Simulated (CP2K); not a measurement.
**CHCl2F (dichlorofluoromethane), step by step**

We compute a geometry optimisation (singlet CHCl2F, GFN2-xTB), then energy and gradient (doublet CHCl2F+, GFN2-xTB), then a structure relaxation (doublet CHCl2F+, GFN2-xTB), then energy and forces (singlet CHCl2F, GFN2-xTB) of CHCl2F and its partners. 

The results are computed with CP2K 2026.2.

## 1. The molecule

CHCl2F: 5 atoms, total charge 0, spin state singlet. As SMILES, `FC(Cl)Cl`. Geometry: relaxed at PBE0-D4/def2-TZVP. The run starts from this shape.

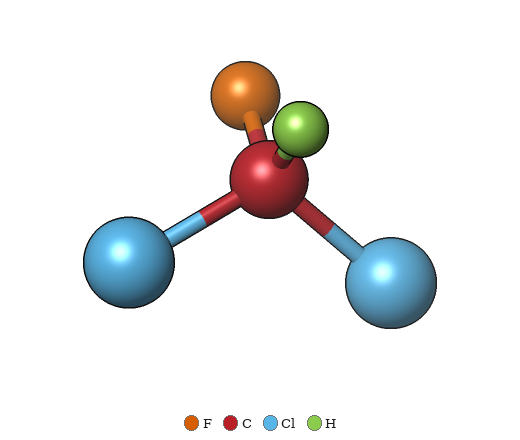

Viewed from a chosen angle; fluorine orange, carbon red, chlorine blue, hydrogen green.

## 2. A geometry optimisation at GFN2-xTB (run 1)

molecule.xyz reads:

```xyz
5

F     -0.590600     0.132500     1.230400
C      0.006400     0.099400     0.030700
Cl     1.459900    -0.886800     0.126900
Cl    -1.120400    -0.525200    -1.167100
H      0.294600     1.106400    -0.262500
```

calc.inp reads:

```
&GLOBAL
 PROJECT calc
 RUN_TYPE GEO_OPT
 PRINT_LEVEL LOW
&END GLOBAL

&FORCE_EVAL
 METHOD QS
 &DFT
  CHARGE 0
  MULTIPLICITY 1
  &QS
   METHOD XTB
   EPS_DEFAULT 1.0E-10
   &XTB
    GFN_TYPE TBLITE
    &TBLITE
     METHOD GFN2
    &END TBLITE
    CHECK_ATOMIC_CHARGES F
   &END XTB
  &END QS
  # no periodic images
  &POISSON
   PERIODIC NONE
   POISSON_SOLVER ANALYTIC
  &END POISSON
  &SCF
   SCF_GUESS ATOMIC
   EPS_SCF 1.0E-06
   MAX_SCF 150
   ADDED_MOS 8
   &DIAGONALIZATION
    ALGORITHM STANDARD
   &END DIAGONALIZATION
   &MIXING
    METHOD DIRECT_P_MIXING
    ALPHA 0.4
   &END MIXING
   &SMEAR ON
    METHOD FERMI_DIRAC
    ELECTRONIC_TEMPERATURE [K] 300
   &END SMEAR
  &END SCF
  &PRINT
   &MOMENTS
    PERIODIC F
    REFERENCE COM
    MAX_MOMENT 1
   &END MOMENTS
   &MULLIKEN OFF
   &END MULLIKEN
   &HIRSHFELD OFF
   &END HIRSHFELD
  &END PRINT
 &END DFT
 &SUBSYS
  &CELL
   ABC [angstrom] 12.6 12 12.4
   PERIODIC NONE
  &END CELL
  &TOPOLOGY
   COORD_FILE_NAME molecule.xyz
   COORD_FILE_FORMAT XYZ
   &CENTER_COORDINATES
   &END CENTER_COORDINATES
  &END TOPOLOGY
 &END SUBSYS
&END FORCE_EVAL

&MOTION
 &GEO_OPT
  OPTIMIZER BFGS
  MAX_ITER 100
  MAX_FORCE 4.5E-04
  RMS_FORCE 3.0E-04
 &END GEO_OPT
 &PRINT
  &TRAJECTORY
   &EACH
    GEO_OPT 1
   &END EACH
  &END TRAJECTORY
  &FORCES ON
   &EACH
    GEO_OPT 1
   &END EACH
  &END FORCES
  &RESTART OFF
  &END RESTART
  &RESTART_HISTORY OFF
  &END RESTART_HISTORY
 &END PRINT
&END MOTION
```

Started as:

```sh
$ OMP_NUM_THREADS=1 cp2k.psmp -i calc.inp > calc.out 2>&1
```

The log of the run:

```text
CP2K| version string:                                       CP2K version 2026.2
 CP2K| Input file name                                                  calc.inp

[... 99 lines left out ...]
  *** SCF run converged in    13 steps ***
[... 58 lines left out ...]
  *** SCF run converged in    11 steps ***
[... 35 lines left out ...]
 OPT| Maximum step size is converged                                          NO
[... 54 lines left out ...]
  Total energy (extrapolated to T->0):                        -16.46547532236437
[... 69 lines left out ...]
  Core Hamiltonian energy:                                    -16.51592177314889
[... 36 lines left out ...]
 OPT| Convergence limit for RMS step size                           0.0015000000
[... 52 lines left out ...]
 TB_DIPOLE| Dipole type                                             non-periodic
[... 45 lines left out ...]
  calc-FINAL-1_4.cif
[... 38 lines left out ...]
 TB_DIPOLE| Derivative [a.u.]       0.00000000       0.00000000       0.00000000
[... 29 lines left out ...]
 -------------------------------------------------------------------------------
```

Wall time 1.2 s (1 thread of AMD EPYC 7R43 (Zen 3), shared host); peak memory 0.19 GiB.

Step by step:

```tsv
step	energy from the first frame kept (eV)	largest force (eV/Å)
1	0.0000	0.1518
2	-0.0013	0.0861
3	-0.0015	0.0574
4	-0.0016	0.0246
5	-0.0016	0.0246
```

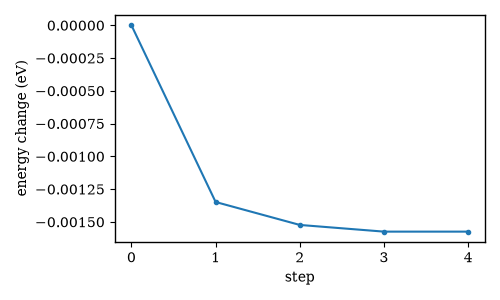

Energy along the run.

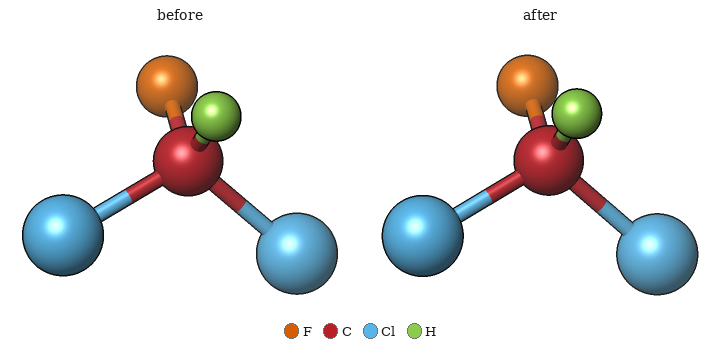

Before and after, at one scale.

After the run. Bond lengths: F1–C2 1.342 Å, C2–Cl3 1.772 Å, C2–Cl4 1.772 Å, C2–H5 1.096 Å. Angles: F1–C2–Cl3 109.1°, F1–C2–Cl4 109.1°, Cl3–C2–Cl4 110.8°, F1–C2–H5 108.6°, Cl3–C2–H5 109.6°, Cl4–C2–H5 109.6°.

## 3. The doublet cation: energy and gradient at GFN2-xTB (run 2)

molecule.xyz reads:

```xyz
5

F      5.541680     6.026718     7.395835
C      6.139962     5.996676     6.194441
Cl     7.592473     4.986024     6.294566
Cl     5.005240     5.348618     4.997083
H      6.421795     7.019265     5.918224
```

job.inp reads:

```
&GLOBAL
 PROJECT job
 RUN_TYPE ENERGY_FORCE
 PRINT_LEVEL MEDIUM
&END

&FORCE_EVAL
 METHOD QS
 &DFT
  CHARGE 1
  MULTIPLICITY 2
  UKS T
  &QS
   METHOD XTB
   EPS_DEFAULT 1.0E-10
   &XTB
    GFN_TYPE TBLITE
    &TBLITE
     METHOD GFN2
    &END
    CHECK_ATOMIC_CHARGES F
   &END
  &END
  &POISSON
   PERIODIC NONE
   POISSON_SOLVER ANALYTIC
  &END
  &SCF
   SCF_GUESS ATOMIC
   EPS_SCF 1.0E-06
   MAX_SCF 150
   ADDED_MOS 4
   &DIAGONALIZATION
    ALGORITHM STANDARD
   &END
   &MIXING
    METHOD DIRECT_P_MIXING
    ALPHA 0.4
   &END
  &END
  &PRINT
   &MOMENTS
    PERIODIC F
    REFERENCE COM
    MAX_MOMENT 1
   &END
   &MO ON
    ENERGIES T
    OCCUPATION_NUMBERS T
    NDIGITS 6
    &EACH
     QS_SCF 0
    &END
    ADD_LAST NUMERIC
   &END
   &HIRSHFELD OFF
   &END
  &END
 &END
 &SUBSYS
  &CELL
   ABC 12.6 12 12.4
   PERIODIC NONE
  &END
  &TOPOLOGY
   COORD_FILE_NAME molecule.xyz
   COORD_FILE_FORMAT XYZ
   &CENTER_COORDINATES
   &END
  &END
 &END
 &PRINT
  &FORCES ON
  &END
 &END
&END
```

Started as:

```sh
$ OMP_NUM_THREADS=1 cp2k.psmp -i job.inp -o job.out
```

The log of the run:

```text
CP2K| version string:                                       CP2K version 2026.2
 CP2K| Input file name                                                   job.inp

[... 61 lines left out ...]
 xTB| tblite SCC mixer min weight:                                     1.000E+00
[... 144 lines left out ...]
  Step     Update method      Time    Convergence         Total energy    Change
[... 26 lines left out ...]
  Repulsive potential energy:                                   0.03444858401498
[... 2 lines left out ...]
  Non-self consistent dispersion energy:                        0.00000023181094
[... 4 lines left out ...]
  Total energy:                                               -15.89148626146303
[... 13 lines left out ...]
 TB_DIPOLE| Ref. Point [Bohr]      11.60839033      10.27676525      11.41221892
[... 2 lines left out ...]
 TB_DIPOLE| Derivative [a.u.]       0.00000000       0.00000000       0.00000000
[... 66 lines left out ...]
 -------------------------------------------------------------------------------
```

It took 1.2 s on 1 thread of AMD EPYC 7R43 (Zen 3), shared host; peak memory 0.18 GiB.

## 4. The doublet cation: a geometry optimisation at GFN2-xTB (run 3)

molecule.xyz is that of step 3.

mol.inp reads:

```
&global
  project_name mol
  run_type GEO_OPT
  print_level LOW
&end

&force_eval
  method QUICKSTEP
  &dft
    charge 1
    multiplicity 2
    spin_polarized T
    &qs
      method XTB
      eps_default 1.0E-10
      &xtb
        gfn_type TBLITE
        &tblite
          method GFN2
        &end
        check_atomic_charges F
      &end
    &end
    &poisson
      periodic NONE
      poisson_solver ANALYTIC
    &end
    &scf
      scf_guess ATOMIC
      eps_scf 1.0E-06
      max_scf 150
      added_mos 4
      &diagonalization
        algorithm STANDARD
      &end
      &mixing
        method DIRECT_P_MIXING
        alpha 0.4
      &end
    &end
    &print
      &moments
        periodic F
        reference COM
        max_moment 1
      &end
      &mulliken OFF
      &end
      &hirshfeld OFF
      &end
    &end
  &end
  &subsys
    &cell
      abc 12.6 12 12.4
      periodic NONE
    &end
    &topology
      coord_file_name molecule.xyz
      coord_file_format XYZ
      &center_coordinates
      &end
    &end
  &end
&end

&motion
  &geo_opt
    optimizer BFGS
    max_iter 100
    max_force 4.5E-04
    rms_force 3.0E-04
  &end
  &print
    &trajectory
      &each
        geo_opt 1
      &end
    &end
    &forces ON
      &each
        geo_opt 1
      &end
    &end
    &restart OFF
    &end
    &restart_history OFF
    &end
  &end
&end
```

Started as:

```sh
$ OMP_NUM_THREADS=1 cp2k.psmp mol.inp > mol.out
```

The log of the run:

```text
CP2K| version string:                                       CP2K version 2026.2
 CP2K| Input file name                                                   mol.inp

[... 119 lines left out ...]
  Electrostatic energy:                                         0.13416811705048
[... 82 lines left out ...]
 TB_DIPOLE| Moment [a.u.]           0.37906269       0.63793160      -0.57758679
[... 91 lines left out ...]
 TB_DIPOLE| Moment [Debye]          0.90040087       1.63799056      -1.33768393
[... 90 lines left out ...]
 TB_DIPOLE| Derivative [a.u.]       0.00000000       0.00000000       0.00000000
[... 94 lines left out ...]
 OPT| Total energy [hartree]                                      -15.8940664935
[... 97 lines left out ...]
 OPT| Convergence limit for maximum step size                       0.0030000000
[... 87 lines left out ...]
 OPT| Maximum step size is converged                                         YES
[... 89 lines left out ...]
 OPT| Convergence limit for RMS step size                           0.0015000000
[... 70 lines left out ...]
 TB_DIPOLE| Derivative [a.u.]       0.00000000       0.00000000       0.00000000
[... 29 lines left out ...]
 -------------------------------------------------------------------------------
```

Run time: 1.6 s. Hardware: 1 thread of AMD EPYC 7R43 (Zen 3), shared host; peak memory 0.18 GiB.

Step by step:

```tsv
step	energy from the first frame kept (eV)	largest force (eV/Å)
1	0.0000	0.8432
2	-0.0166	0.4329
3	-0.0272	0.1142
4	-0.0288	0.0724
5	-0.0295	0.0704
6	-0.0296	0.0405
7	-0.0296	0.0125
8	-0.0296	0.0125
```

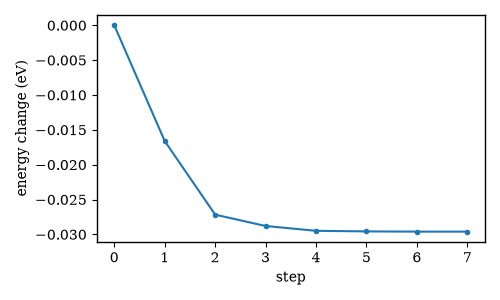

Energy along the run.

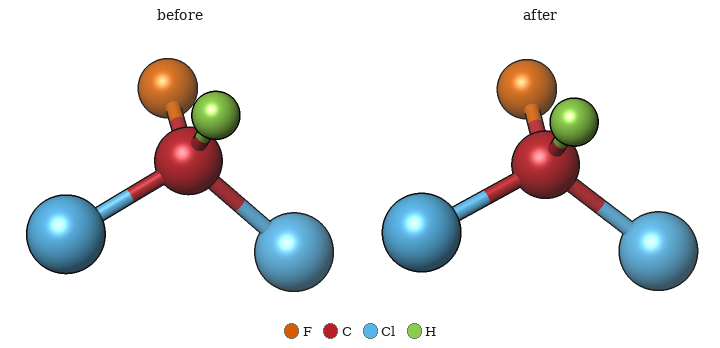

Before and after, at one scale.

After the run. Bond lengths: F1–C2 1.315 Å, C2–Cl3 1.781 Å, C2–Cl4 1.781 Å, C2–H5 1.127 Å. Angles: F1–C2–Cl3 111.4°, F1–C2–Cl4 111.4°, Cl3–C2–Cl4 116.4°, F1–C2–H5 108.4°, Cl3–C2–H5 104.1°, Cl4–C2–H5 104.1°.

## 5. Energy and gradient at GFN2-xTB (run 4)

molecule.xyz reads:

```xyz
5

F      5.542883     6.034354     7.402130
C      6.119465     5.933911     6.224332
Cl     7.649364     5.027663     6.323353
Cl     4.964263     5.403972     4.976791
H      6.430893     6.964178     5.891249
```

molecule.inp reads:

```
&GLOBAL
  PROJECT molecule
  RUN_TYPE ENERGY_FORCE
  PRINT_LEVEL MEDIUM
&END

&FORCE_EVAL
  METHOD QUICKSTEP
  &DFT
    CHARGE 0
    MULTIPLICITY 1
    &QS
      METHOD XTB
      EPS_DEFAULT 1.0E-10
      &XTB
        GFN_TYPE TBLITE
        &TBLITE
          METHOD GFN2
        &END
        CHECK_ATOMIC_CHARGES F
      &END
    &END
    &POISSON
      PERIODIC NONE
      POISSON_SOLVER ANALYTIC
    &END
    &SCF
      SCF_GUESS ATOMIC
      EPS_SCF 1.0E-06
      MAX_SCF 150
      ADDED_MOS 8
      &DIAGONALIZATION
        ALGORITHM STANDARD
      &END
      &MIXING
        METHOD DIRECT_P_MIXING
        ALPHA 0.4
      &END
      &SMEAR ON
        METHOD FERMI_DIRAC
        ELECTRONIC_TEMPERATURE [K] 300
      &END
    &END
    &PRINT
      &MOMENTS
        PERIODIC F
        REFERENCE COM
        MAX_MOMENT 1
      &END
      &MO ON
        ENERGIES T
        OCCUPATION_NUMBERS T
        NDIGITS 6
        &EACH
          QS_SCF 0
        &END
        ADD_LAST NUMERIC
      &END
      &HIRSHFELD OFF
      &END
    &END
  &END
  &SUBSYS
    &CELL
      ABC [angstrom] 12.7 11.9 12.4
      PERIODIC NONE
    &END
    &TOPOLOGY
      COORD_FILE_NAME molecule.xyz
      COORD_FILE_FORMAT XYZ
      &CENTER_COORDINATES
      &END
    &END
  &END
  &PRINT
    &FORCES ON
    &END
  &END
&END
```

Started as:

```sh
$ OMP_NUM_THREADS=1 cp2k.psmp -i molecule.inp -o molecule.out
```

The log of the run:

```text
CP2K| version string:                                       CP2K version 2026.2
 CP2K| Input file name                                              molecule.inp

[... 61 lines left out ...]
 xTB| tblite SCC mixer min weight:                                     1.000E+00
[... 136 lines left out ...]
  Step     Update method      Time    Convergence         Total energy    Change
[... 20 lines left out ...]
  Repulsive potential energy:                                   0.03331358007767
[... 2 lines left out ...]
  Non-self consistent dispersion energy:                        0.00000023559439
[... 4 lines left out ...]
  Total energy:                                               -16.46177702380447
[... 13 lines left out ...]
 TB_DIPOLE| Ref. Point [Bohr]      11.69426704      10.24592483      11.43926217
[... 2 lines left out ...]
 TB_DIPOLE| Derivative [a.u.]       0.00000000       0.00000000       0.00000000
[... 56 lines left out ...]
 -------------------------------------------------------------------------------
```

Wall time 1.1 s (1 thread of AMD EPYC 7R43 (Zen 3), shared host); peak memory 0.18 GiB.

## 6. Outcome

```
                                                               quantity         value
                               run 1, GFN2-xTB: total energy at the end  -16.46548 Eh
             run 1, GFN2-xTB: dipole moment (from atomic charges alone)        1.56 D
                                    doublet cation, run 2: total energy  -15.89149 Eh
              doublet cation, run 2: HOMO energy (highest over α and β)     -18.98 eV
               doublet cation, run 2: LUMO energy (lowest over α and β)     -18.93 eV
                        doublet cation, run 2: largest force on an atom    1.480 eV/Å
                         doublet cation, run 3: total energy at the end  -15.89410 Eh
                                          run 4, GFN2-xTB: total energy  -16.46178 Eh
             run 4, GFN2-xTB: dipole moment (from atomic charges alone)        1.34 D
                                           run 4, GFN2-xTB: HOMO energy     -12.32 eV
                                           run 4, GFN2-xTB: LUMO energy      -6.51 eV
                                         run 4, GFN2-xTB: HOMO–LUMO gap       5.81 eV
                              run 4, GFN2-xTB: largest force on an atom    2.109 eV/Å
adiabatic ionisation energy (to the doublet cation, no zero-point term)     15.548 eV
```

In words: xTB total energies overstate such differences by several eV unless an empirical shift is taken off; none is applied here. The largest force (run 4, GFN2-xTB) is 2.11 eV/Å: the shape isn't a stationary point for this species at this level. The adiabatic ionisation energy (to the doublet cation, no zero-point term) is 15.55 eV (359 kcal/mol). The optimisation (run 1, GFN2-xTB) took 4 steps and changed the energy by -0.009 eV. Mulliken charges (doublet cation, run 2) run from -0.08 on F1 to +0.30 on Cl3. The optimisation (doublet cation, run 3) took 7 steps and changed the energy by -0.071 eV.
